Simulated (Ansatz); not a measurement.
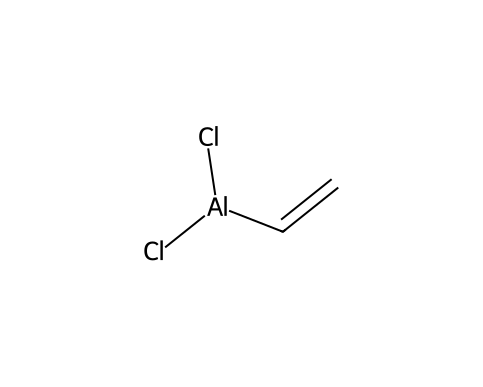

Transcribe the drawing into SMILES.

Answer. C=[CH][Al]([Cl])[Cl]

What is the molecular formula?

Answer. C2H3AlCl2.

An optimisation with PBE0-D4/def2-TZVP gave a structure of which point group?

Answer. Cs. Other conformers may differ.

More results for the same structure follow; atom numbers are the same in all pictures, views and colours differ. Computed geometry: PBE0-D4/def2-TZVP optimisation.

## Geometry

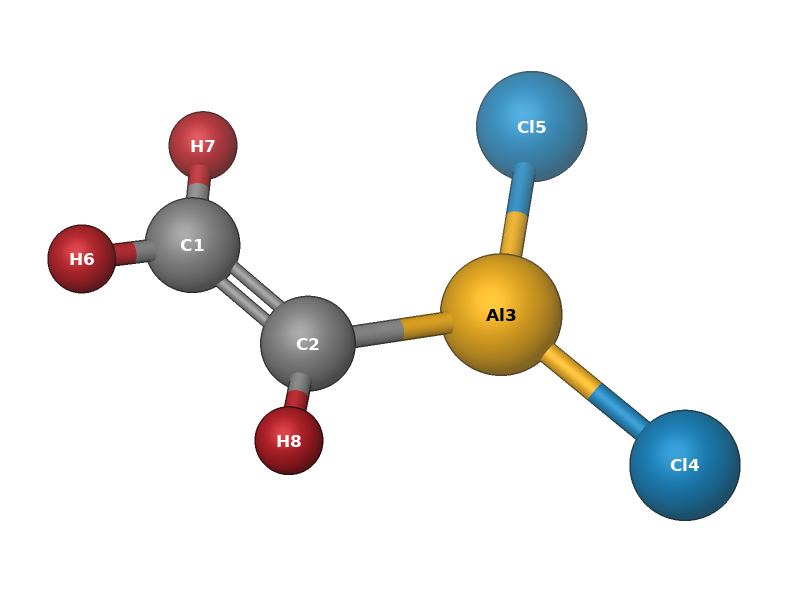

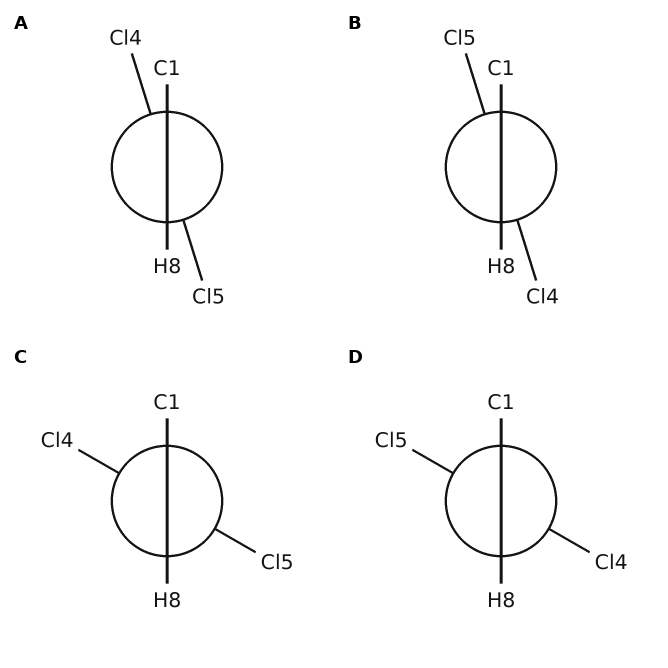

Atoms fade into the background with distance from the viewer. Bonds that would overlap in a projection are set slightly apart.

Which Newman projection shows the view along C2–Al3, with C2 in front?

Answer. B. The torsion angle C1–C2–Al3–Cl4 is 180°, antiperiplanar (anti).

## Charges

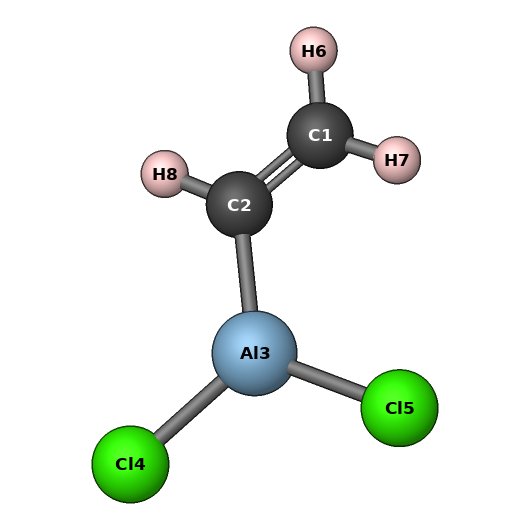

The questions are on Mulliken charges. Level of theory: RKS PBE0-D4/def2-TZVP (Ansatz 0.2.0).

Which atom carries the highest charge (most positive or least negative)?

Answer. Al3 (0.58 e).

And the lowest?

Answer. C2 (−0.29 e).

List the Mulliken charges.

```json
{"atom": "C1", "value (e)": "−0.23"}
{"atom": "C2", "value (e)": "−0.29"}
{"atom": "Al3", "value (e)": "0.58"}
{"atom": "Cl4", "value (e)": "−0.24"}
{"atom": "Cl5", "value (e)": "−0.24"}
{"atom": "H6", "value (e)": "0.13"}
{"atom": "H7", "value (e)": "0.15"}
{"atom": "H8", "value (e)": "0.14"}
```

## Electronic properties

Level of theory: RKS B3LYP-D4/def2-TZVPP (Ansatz 0.2.0).

Estimate the HOMO–LUMO gap.

Answer. 6.45 eV.

Estimate the dipole moment.

Answer. 2.14 D.

What is the HOMO energy (Kohn–Sham orbital)?

Answer. −8.27 eV.

Give the dispersion correction at this level.

Answer. −32.7 kJ/mol.

## Thermal motion

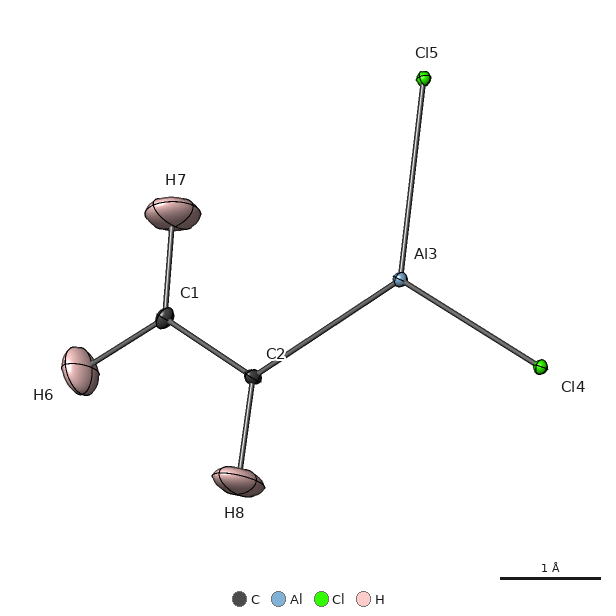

Displacement ellipsoids at the 50 % level, from the internal vibrations of the free molecule (harmonic, no overall translation or rotation; no half-axis is drawn under 0.075 Å). Vibrations computed with RKS PBE0-D4/def2-TZVP (Ansatz 0.2.0). Temperature: 0 K (zero-point motion alone).

Give the displacement parameters, one line for each set of equivalent atoms.

```json
{"atom": "C1", "U_eq (Å²)": "0.0042", "rms amplitudes (Å)": "0.045, 0.071, 0.075"}
{"atom": "C2", "U_eq (Å²)": "0.0034", "rms amplitudes (Å)": "0.045, 0.048, 0.077"}
{"atom": "Al3", "U_eq (Å²)": "0.0018", "rms amplitudes (Å)": "0.034, 0.038, 0.054"}
{"atom": "Cl4", "U_eq (Å²)": "0.0010", "rms amplitudes (Å)": "0.025, 0.033, 0.036"}
{"atom": "Cl5", "U_eq (Å²)": "0.0010", "rms amplitudes (Å)": "0.013, 0.036, 0.042"}
{"atom": "H6", "U_eq (Å²)": "0.0216", "rms amplitudes (Å)": "0.090, 0.161, 0.175"}
{"atom": "H7", "U_eq (Å²)": "0.0284", "rms amplitudes (Å)": "0.090, 0.159, 0.227"}
{"atom": "H8", "U_eq (Å²)": "0.0258", "rms amplitudes (Å)": "0.084, 0.139, 0.226"}
```

Mulliken values depend strongly on the basis set and can even reverse the polarity of a bond.
